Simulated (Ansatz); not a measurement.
# Calculations on SiNH₅

### Relaxation

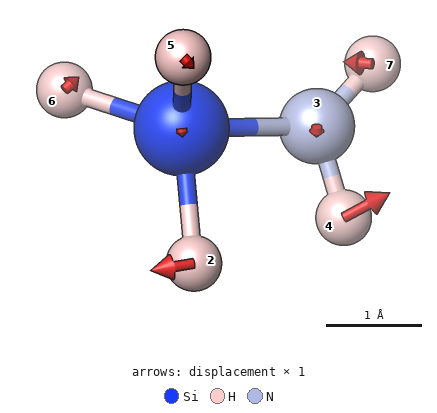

A relaxation of SiNH$_{5}$. The starting structure is drawn; red arrows show the displacements, at their true length. The two geometries are superimposed by the best rigid fit.

A ball-and-stick model, seen at a tilt.

The run prepares an end point of a later path (reaction) calculation, from a guessed geometry.

The calculation used RHF/def2-TZVP (Ansatz). (no spin polarisation; force threshold 0.03 eV/Å; at most 50 steps)

Describe the change and its energy.

Answer. The largest move after the best rigid fit is that of an H atom, 0.58 Å. Largest moves by element: H 0.58 Å, N 0.14 Å, Si 0.10 Å. Near-neighbour distances that change, for instance: H–Si 1.440 → 1.476 Å, N–Si 1.687 → 1.711 Å, H–N 1.003 → 0.994 Å. Among the angles between lasting bonds that change: Si–N–H 102.4° → 121.4°, H–Si–N 90.2° → 108.4°, Si–N–H 138.9° → 121.5°. The energy falls by 44.6 kJ/mol in 10 geometry steps. Largest force component: 1.2 eV/Å at the start, 0.016 eV/Å at the end. The run took 4.2 s on 2 threads of Intel(R) Xeon(R) 6975P-C (Granite Rapids), on a shared host, peak memory 0.16 GiB.

Limits of the set-up: Hartree-Fock leaves out electron correlation.

### Relaxation

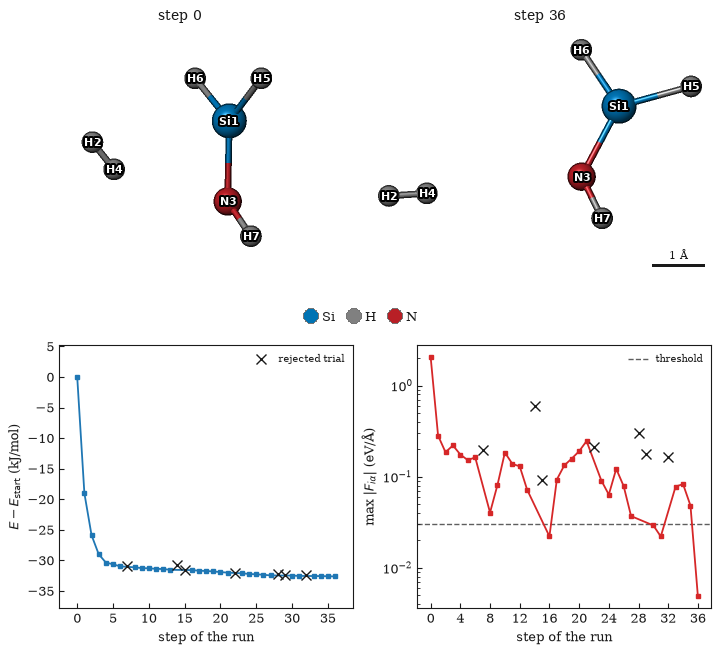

First and last geometry of a relaxation of SiNH5, with the history of the run. The picture is a ball-and-stick view, seen face on.

The run prepares an end point of a later path (reaction) calculation, from a guessed geometry.

The calculation used RHF/def2-TZVP (Ansatz 0.2.0).

The input:
```yaml
crystal:
  periodic: [false, false, false]
  atoms:
    - { symbol: Si, position_ang: [-0.763435, -0.077936, -0.334423] }
    - { symbol: H, position_ang: [1.089902, -0.634956, 1.592674] }
    - { symbol: "N", position_ang: [0.502931, 0.482144, -1.053083] }
    - { symbol: H, position_ang: [1.271641, -0.348988, 0.990596] }
    - { symbol: H, position_ang: [-1.888471, 0.673315, 0.252421] }
    - { symbol: H, position_ang: [-0.924105, -1.52116, -0.16719] }
    - { symbol: H, position_ang: [0.711536, 1.427782, -1.280994] }
basis:
  gaussian: { orbitals: def2-TZVP }
hamiltonian:
  xc: hf
relax:
  f_tol: 0.03
  max_steps: 50
output:
  orbitals: {}
```

Command:
```bash
ansatz run input.yaml --threads 2 --pin off --max-ram 3072MiB --backend cpu --events-out ev --progress --plain --runs-dir out
```

Q: What do the curves and the structures tell?

A: It converged. The largest move after the best rigid fit is that of H2, 1.61 Å. By element the largest moves are H 1.61 Å, Si 0.64 Å, N 0.62 Å. Some distances before and after: H2–H4 0.691 → 0.737 Å, Si1–N3 1.560 → 1.566 Å. The energy falls by 32.6 kJ/mol in 29 accepted moves (36 points after the start). Largest force component: 2 eV/Å at the start, 0.0049 eV/Å at the end. The line search rejected the trial steps at points 7, 14, 15, 22, 28, 29, 32 of the run. The forces were under the threshold at step 16, but the run went on from there. The run took 11 s on 2 threads of Intel(R) Xeon(R) 6975P-C (Granite Rapids), on a shared host, peak memory 0.17 GiB.

Limits of the set-up: the start holds two separate molecules, 2.3 Å apart at their closest, whose relative position is a soft coordinate and is computed without a dispersion correction; Hartree-Fock leaves out electron correlation.

### Path

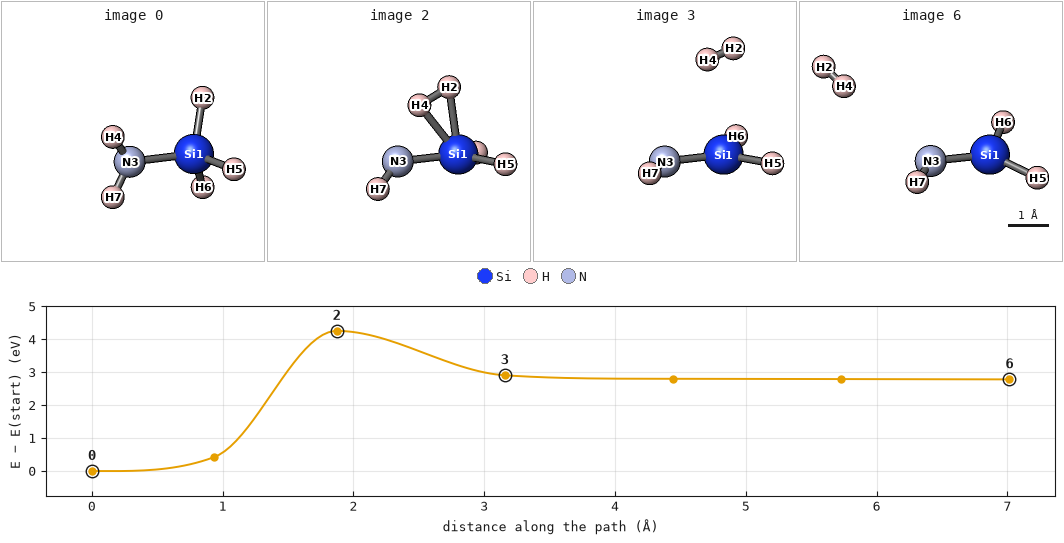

NEB run on SiNH₅. Images are numbered from 0 (start) to 6 (end). Style: ball-and-stick. Shown at a tilt.

Level of theory: RHF/def2-TZVP in Ansatz 0.2.0.

The input:
```yaml
crystal:
  periodic: [false, false, false]
  atoms:
    - { symbol: Si, position_ang: [-0.499755, -0.332993, 0.276967] }
    - { symbol: H, position_ang: [-0.071083, -0.956592, 1.544123] }
    - { symbol: "N", position_ang: [0.860607, 0.412693, -0.44384] }
    - { symbol: H, position_ang: [1.48842, 0.97046, 0.088595] }
    - { symbol: H, position_ang: [-1.623228, 0.581576, 0.590216] }
    - { symbol: H, position_ang: [-1.013655, -1.355637, -0.654872] }
    - { symbol: H, position_ang: [0.858694, 0.680691, -1.401188] }
basis:
  gaussian: { orbitals: def2-TZVP }
hamiltonian:
  xc: hf
neb:
  order_check: false
  images: 5
  f_tol: 0.03
  max_iterations: 60
  final_atoms:
    - { symbol: Si, position_ang: [-1.33579839, -0.02029907, -0.60002897] }
    - { symbol: H, position_ang: [2.68576886, -0.6691166, 1.91828535] }
    - { symbol: "N", position_ang: [0.14523619, 0.48659946, -0.57375056] }
    - { symbol: H, position_ang: [2.20725272, -0.4570626, 1.39991859] }
    - { symbol: H, position_ang: [-2.51352266, 0.62133751, -1.21147666] }
    - { symbol: H, position_ang: [-1.68199085, -1.28754152, 0.04454774] }
    - { symbol: H, position_ang: [0.49305412, 1.32628083, -0.97749449] }
  initial_path:
    images:
      - { positions_ang: [[-0.499755, -0.332993, 0.276967], [-0.071083, -0.956592, 1.544123], [0.860607, 0.412693, -0.44384], [1.48842, 0.97046, 0.088595], [-1.623228, 0.581576, 0.590216], [-1.013655, -1.355637, -0.654872], [0.858694, 0.680691, -1.401188]] }
      - { positions_ang: [[-0.5442869, -0.27844053, 0.17550873], [0.17518494, -0.78786062, 1.46108927], [0.83230744, 0.45713433, -0.47021206], [1.39989725, 0.65418382, 0.27108794], [-1.69843726, 0.5698571, 0.51787834], [-1.04754783, -1.40975167, -0.55186236], [0.88288235, 0.79507557, -1.40348886]] }
      - { positions_ang: [[-0.5888188, -0.22388805, 0.07405045], [0.42145289, -0.61912924, 1.37805554], [0.80400789, 0.50157567, -0.49658412], [1.3113745, 0.33790764, 0.45358089], [-1.77364651, 0.5581382, 0.44554069], [-1.08144067, -1.46386635, -0.44885272], [0.9070707, 0.90946013, -1.40578973]] }
      - { positions_ang: [[-0.63335069, -0.16933558, -0.02740782], [0.66772083, -0.45039786, 1.29502181], [0.77570833, 0.546017, -0.52295618], [1.22285175, 0.02163146, 0.63607383], [-1.84885577, 0.5464193, 0.37320303], [-1.1153335, -1.51798102, -0.34584308], [0.93125906, 1.0238447, -1.40809059]] }
      - { positions_ang: [[-0.86749992, -0.11965674, -0.21828154], [1.34040351, -0.52330411, 1.50277632], [0.56555095, 0.52621116, -0.53988764], [1.55098541, -0.13793323, 0.89068875], [-2.0704114, 0.57139204, -0.15502353], [-1.30421929, -1.44116786, -0.21571281], [0.78519074, 1.12465674, -1.26455856]] }
      - { positions_ang: [[-1.10164916, -0.06997791, -0.40915526], [2.01308619, -0.59621035, 1.71053084], [0.35539357, 0.50640531, -0.5568191], [1.87911907, -0.29749792, 1.14530367], [-2.29196703, 0.59636477, -0.6832501], [-1.49310507, -1.36435469, -0.08558253], [0.63912243, 1.22546879, -1.12102652]] }
      - { positions_ang: [[-1.33579839, -0.02029907, -0.60002897], [2.68576886, -0.6691166, 1.91828535], [0.14523619, 0.48659946, -0.57375056], [2.20725272, -0.4570626, 1.39991859], [-2.51352266, 0.62133751, -1.21147666], [-1.68199085, -1.28754152, 0.04454774], [0.49305412, 1.32628083, -0.97749449]] }
```

Command:
```bash
ansatz run input.yaml --threads 2 --pin off --max-ram 3072MiB --backend cpu --events-out ev --progress --plain --runs-dir out
```

### What happens along the path, and what is the barrier?

Breaking: N3–H4 (0.99 → 1.53 at the top → 3.01 Å), Si1–H2 (1.48 → 1.75 at the top → 4.79 Å). Forming: H2–H4 (2.87 → 0.92 at the top → 0.74 Å). The energy climbs by 4.26 eV to image 2 and then falls by 1.47 eV, so the end point sits at +2.79 eV. The band is converged. At the top, the vibrational analysis gives one imaginary mode (1672i cm⁻¹), as a transition state must have.

Limits of the set-up: Hartree-Fock leaves out electron correlation.
